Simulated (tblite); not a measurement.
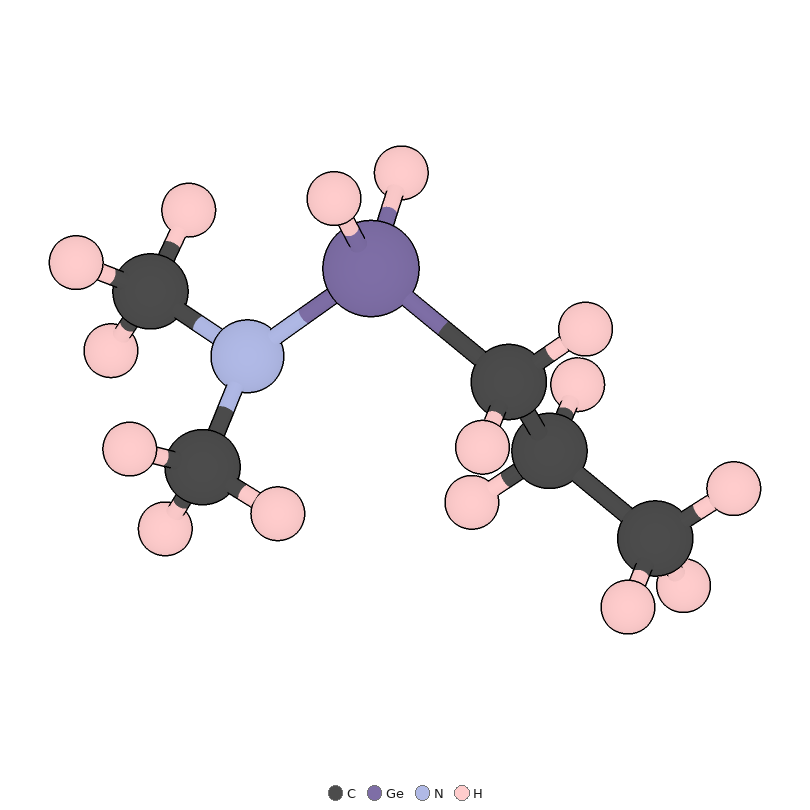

The picture comes from a calculation with tblite.

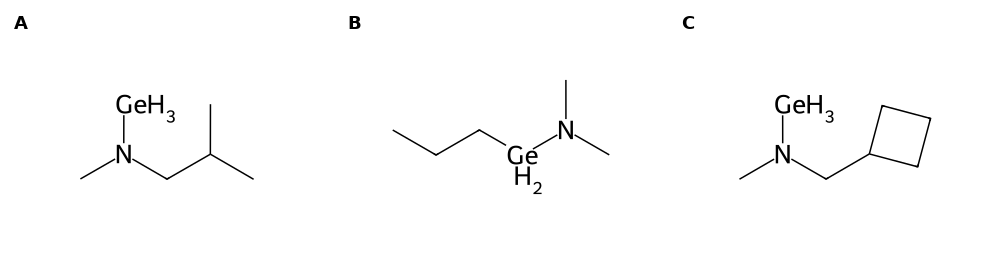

Question: The first picture shows one of the molecules drawn in the second. Which?

Answer: B, `CC[CH2][GeH2][N](C)C`.
